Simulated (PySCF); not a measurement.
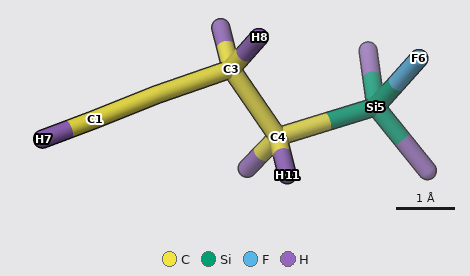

**Figure 1.** The input geometry (stick view, seen at a tilt; atoms are numbered from 1 in the order of the input).

Run report: C4H7FSi, geometry relaxation

- system: C4H7FSi, SMILES C#CCC[SiH2]F
- method: PBE0-D3(BJ)/def2-SVP geometry optimisation, gas phase (PySCF 2.14.0)

What the program printed:
```
step   0  E = -545.26474744  max force = 0.065102
step   1  E = -545.27143662  max force = 0.007999
step   2  E = -545.27194895  max force = 0.003464
step   3  E = -545.27215747  max force = 0.001887
step   4  E = -545.27220168  max force = 0.001216
step   5  E = -545.27222321  max force = 0.000428
step   6  E = -545.27222751  max force = 0.000313
optimisation converged
```

Trajectory as extended XYZ (Å, eV, eV/Å), 7 frames, from step=0 to step=6:
```
13
Properties=species:S:1:pos:R:3:forces:R:3 step=0 energy=-14837.40953
C     3.0823   -0.5588    0.6523   -3.3477   1.1719   0.4620
C     1.9314   -0.1648    0.8119    1.6660  -0.5627  -0.0414
C     0.5369    0.2512    0.9534    1.0561   0.0268   0.5244
C    -0.2626   -0.2730   -0.2042   -2.3257  -0.3189   0.7971
Si   -2.1291    0.1885   -0.0523    1.2422   0.4558  -0.0478
F    -2.2018    1.8100    0.0298    0.0984   0.3988  -0.0213
H     4.0642   -0.8498    0.5244    1.8169  -0.5853  -0.2371
H     0.5275    1.3513    0.9862   -0.2260   0.0785   0.0930
H     0.1728   -0.1213    1.9335   -0.1002   0.1527  -0.2133
H    -0.1904   -1.3628   -0.2391    0.0682  -0.3514  -0.1250
H     0.1035    0.1117   -1.1277    0.4853   0.4260  -1.1674
H    -2.6989   -0.2437    1.2269   -0.1950  -0.4655   0.3322
H    -2.9299   -0.1553   -1.2274   -0.2385  -0.4268  -0.3552
13
Properties=species:S:1:pos:R:3:forces:R:3 step=1 energy=-14837.59155
C     3.1276   -0.4430    0.7415    0.1072  -0.2188  -0.1257
C     1.9432   -0.1993    0.8164    0.0700   0.1995   0.0572
C     0.5406    0.1933    0.9163    0.2828  -0.0767  -0.0952
C    -0.3272   -0.3170   -0.2396   -0.3620   0.1494   0.0404
Si   -2.1210    0.2304   -0.0352    0.4113   0.0998  -0.0783
F    -2.1144    1.8617    0.0444   -0.0235  -0.0349  -0.0168
H     4.1688   -0.7066    0.6398   -0.1672   0.0746   0.0656
H     0.5091    1.2954    0.9451   -0.1067   0.0041   0.0870
H     0.1467   -0.1679    1.8817   -0.0579   0.0566   0.0168
H    -0.2820   -1.4170   -0.2907   -0.0173  -0.0398  -0.0518
H     0.0480    0.0679   -1.2060   -0.0001  -0.0712   0.0975
H    -2.6768   -0.2584    1.2559   -0.0721  -0.0709   0.0031
H    -2.9566   -0.1569   -1.2016   -0.0644  -0.0715   0.0003
13
Properties=species:S:1:pos:R:3:forces:R:3 step=2 energy=-14837.60549
C     3.1248   -0.4608    0.7284   -0.0496  -0.1417  -0.0794
C     1.9483   -0.1869    0.8173    0.0098   0.1781   0.0669
C     0.5479    0.2104    0.9270    0.1291  -0.0964  -0.0613
C    -0.3275   -0.3017   -0.2260   -0.0743   0.0702   0.0633
Si   -2.1128    0.2285   -0.0445    0.0814   0.0564  -0.0234
F    -2.1352    1.8592    0.0270   -0.0117  -0.0294  -0.0090
H     4.1568   -0.7419    0.6268    0.0034   0.0317   0.0335
H     0.5033    1.3120    0.9676   -0.0424  -0.0007   0.0245
H     0.1511   -0.1496    1.8923   -0.0054   0.0152   0.0124
H    -0.2806   -1.4027   -0.2815   -0.0103  -0.0073  -0.0203
H     0.0530    0.0791   -1.1885    0.0222  -0.0327  -0.0067
H    -2.6875   -0.2760    1.2358   -0.0356  -0.0147  -0.0145
H    -2.9358   -0.1868   -1.2140   -0.0166  -0.0288   0.0139
13
Properties=species:S:1:pos:R:3:forces:R:3 step=3 energy=-14837.61116
C     3.1189   -0.4823    0.7158   -0.0587  -0.0746  -0.0336
C     1.9535   -0.1717    0.8237    0.0182   0.0970   0.0439
C     0.5566    0.2261    0.9430   -0.0522  -0.0464  -0.0163
C    -0.3229   -0.2851   -0.2091    0.0710   0.0153   0.0431
Si   -2.1104    0.2278   -0.0581   -0.0709   0.0001   0.0055
F    -2.1638    1.8572   -0.0018    0.0042  -0.0041  -0.0011
H     4.1446   -0.7801    0.6129    0.0488   0.0118   0.0102
H     0.4998    1.3268    0.9935    0.0061   0.0049  -0.0110
H     0.1616   -0.1354    1.9091    0.0155  -0.0131  -0.0035
H    -0.2742   -1.3865   -0.2666   -0.0126  -0.0009   0.0023
H     0.0676    0.0882   -1.1698    0.0090  -0.0050  -0.0328
H    -2.7135   -0.2834    1.2079    0.0054   0.0165  -0.0064
H    -2.9117   -0.2188   -1.2326    0.0162  -0.0015  -0.0003
13
Properties=species:S:1:pos:R:3:forces:R:3 step=4 energy=-14837.61237
C     3.1146   -0.4919    0.7140   -0.0302  -0.0407  -0.0132
C     1.9542   -0.1658    0.8304    0.0239   0.0430   0.0230
C     0.5572    0.2296    0.9512   -0.0625  -0.0101  -0.0032
C    -0.3200   -0.2807   -0.2020    0.0579  -0.0041   0.0110
Si   -2.1101    0.2298   -0.0664   -0.0519  -0.0141   0.0036
F    -2.1694    1.8589   -0.0194    0.0031   0.0050  -0.0009
H     4.1403   -0.7919    0.6110    0.0230   0.0099   0.0048
H     0.4971    1.3302    1.0040    0.0099   0.0013  -0.0097
H     0.1634   -0.1348    1.9166    0.0121  -0.0121  -0.0052
H    -0.2736   -1.3825   -0.2583   -0.0092   0.0004   0.0078
H     0.0757    0.0876   -1.1633   -0.0004  -0.0004  -0.0141
H    -2.7258   -0.2768    1.1951    0.0102   0.0166   0.0013
H    -2.8977   -0.2290   -1.2453    0.0141   0.0053  -0.0050
13
Properties=species:S:1:pos:R:3:forces:R:3 step=5 energy=-14837.61295
C     3.1101   -0.4994    0.7183    0.0027  -0.0070   0.0033
C     1.9532   -0.1626    0.8398    0.0073  -0.0021   0.0010
C     0.5547    0.2291    0.9584   -0.0220   0.0137   0.0032
C    -0.3174   -0.2810   -0.1974    0.0125  -0.0161  -0.0149
Si   -2.1088    0.2339   -0.0763   -0.0083  -0.0106  -0.0008
F    -2.1656    1.8632   -0.0396    0.0009   0.0074  -0.0026
H     4.1374   -0.7961    0.6162   -0.0027   0.0044   0.0016
H     0.4929    1.3297    1.0120    0.0026  -0.0006  -0.0014
H     0.1609   -0.1390    1.9222    0.0027  -0.0037  -0.0022
H    -0.2758   -1.3833   -0.2501   -0.0027   0.0012   0.0083
H     0.0837    0.0817   -1.1592   -0.0024   0.0007   0.0050
H    -2.7351   -0.2616    1.1838    0.0056   0.0079   0.0041
H    -2.8842   -0.2319   -1.2602    0.0037   0.0050  -0.0044
13
Properties=species:S:1:pos:R:3:forces:R:3 step=6 energy=-14837.61307
C     3.1080   -0.5016    0.7253    0.0086   0.0074   0.0081
C     1.9514   -0.1633    0.8460   -0.0024  -0.0137  -0.0070
C     0.5517    0.2266    0.9609    0.0056   0.0136   0.0041
C    -0.3165   -0.2844   -0.1969   -0.0095  -0.0136  -0.0161
Si   -2.1070    0.2374   -0.0830    0.0089  -0.0010  -0.0023
F    -2.1572    1.8673   -0.0517    0.0006   0.0034  -0.0034
H     4.1368   -0.7941    0.6253   -0.0079  -0.0009   0.0010
H     0.4895    1.3271    1.0141   -0.0023  -0.0001   0.0020
H     0.1563   -0.1428    1.9235   -0.0015   0.0012   0.0004
H    -0.2784   -1.3868   -0.2464    0.0005   0.0010   0.0057
H     0.0882    0.0751   -1.1585    0.0006  -0.0006   0.0072
H    -2.7377   -0.2495    1.1781    0.0006   0.0017   0.0018
H    -2.8790   -0.2284   -1.2689   -0.0019   0.0015  -0.0016
```

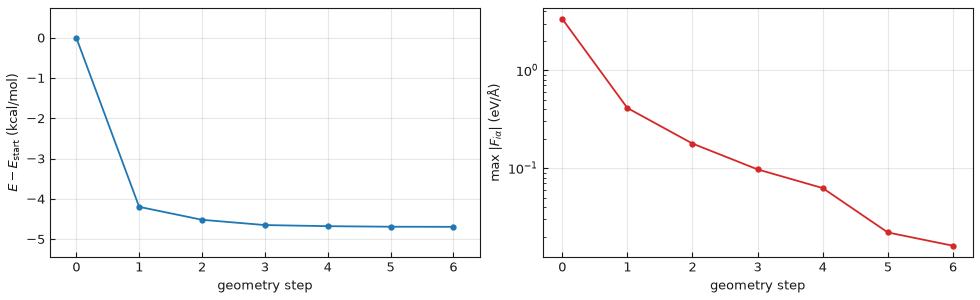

**Figure 2.** Progress of the relaxation, step by step (steps are counted from 0).

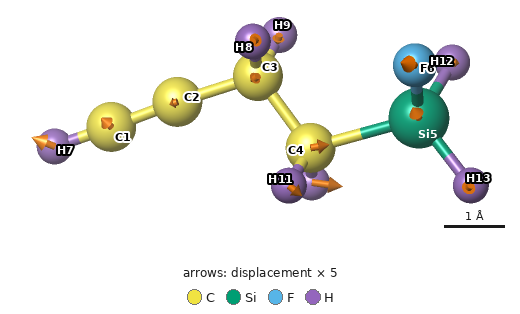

**Figure 3.** The starting structure with the displacements as orange arrows, magnified 5 times (ball-and-stick view, seen at a tilt). The two geometries are laid on each other by the best rigid fit. The atom that moves furthest after the best rigid fit is H10 (0.11 Å). Largest moves by element: H 0.11 Å, F 0.08 Å, C 0.07 Å, Si 0.06 Å. Among the contacts that change: C4–Si5 1.929 → 1.869 Å, C1–H7 1.032 → 1.074 Å, C4–H11 1.065 → 1.103 Å, C3–C4 1.501 → 1.535 Å. Among the angles that change: H12–Si5–H13 114.8° → 110.6°, F6–Si5–H12 103.5° → 107.3°, C2–C3–C4 109.5° → 113.2°. The energy falls by 4.69 kcal/mol in 6 geometry steps. The largest force component goes from 3.3 to 0.016 eV/Å. (Atoms are counted from 1 in the order of the input.)

The run was set up as follows.

The input:
```
{"job": {"xc": "PBE0", "basis": "def2-SVP", "d3": "d3bj", "grid": 1, "shake": 0.01, "kind": "geom"}, "charge": 0, "multiplicity": 1}
C      3.082290    -0.558830     0.652280
C      1.931360    -0.164810     0.811900
C      0.536880     0.251160     0.953430
C     -0.262600    -0.272970    -0.204190
Si    -2.129090     0.188470    -0.052260
F     -2.201800     1.810000     0.029790
H      4.064230    -0.849750     0.524380
H      0.527520     1.351280     0.986180
H      0.172760    -0.121310     1.933460
H     -0.190400    -1.362850    -0.239130
H      0.103500     0.111740    -1.127670
H     -2.698950    -0.243730     1.226890
H     -2.929880    -0.155300    -1.227370
```

The first line tells a small driver script what to run in PySCF; the rest is the geometry in Å.

Launched with:
```bash
OMP_NUM_THREADS=1 python <driver script> task.json out
```

Summary:

| quantity | value |
| --- | --- |
| outcome | converged |
| total energy | −545.272228 hartree |
| dipole moment | 1.42 D |
| point group | C1 |
| hardware | 1 CPU thread, shared host |
| wall time | 36 s |
| peak memory | 0.51 GiB |
